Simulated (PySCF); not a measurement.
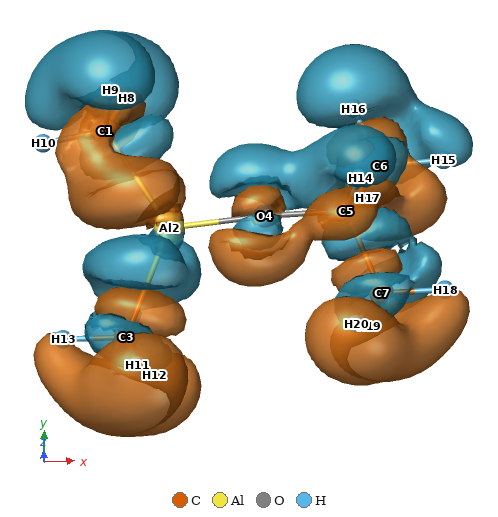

C5H13AlO, SMILES `C[Al](C)OC(C)C`. Change of the electron density in a uniform field of 0.21 V/Å, surfaces at ±0.001 e/Å³ (light blue: gain, orange: loss).

Level of theory: r2SCAN/6-31+G* (PySCF), at a geometry from GFN2-xTB. No frequency check shows the geometry to be a minimum. The basis has diffuse s and p functions alone, which still leaves polarisabilities too small, most of all across bonds.

Question: Along which Cartesian direction does the field point?

Answer: Along −y: electrons gather on the +y side, against the field.

Question: What dipole is induced, and what polarisability does it imply?

Answer: The induced dipole is 0.96 D (along the field); α along this axis, from the fields in both directions, is 95 bohr³ (14.0 Å³).

Question: Which atoms gain and lose the most charge?

Answer: Electrons gather most on H16 (Hirshfeld charge changes by −0.008 e) and leave H11 most (+0.007 e); 0.083 electrons are displaced in all.

Run time: 2.6 min on 1 thread of Intel(R) Xeon(R) Platinum 8259CL CPU @ 2.50GHz (Skylake/Cascade Lake), with other jobs on the host, peak memory 0.7 GiB.
